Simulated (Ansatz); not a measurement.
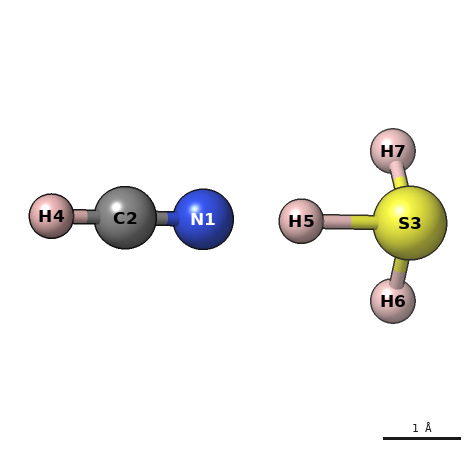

Charge +1, singlet. The geometry was computed by an optimisation with PBE0-D4/def2-TZVP. No frequency run is at hand to confirm it as a minimum.

Which hydrogen bonds does the structure hold? Count O, N, F, S and Cl donors.

```json
{"D–H···A": "S3–H5···N1", "D–H (Å)": "1.54", "H···A (Å)": "1.41", "angle (°)": "178", "kind": "intermolecular"}
```
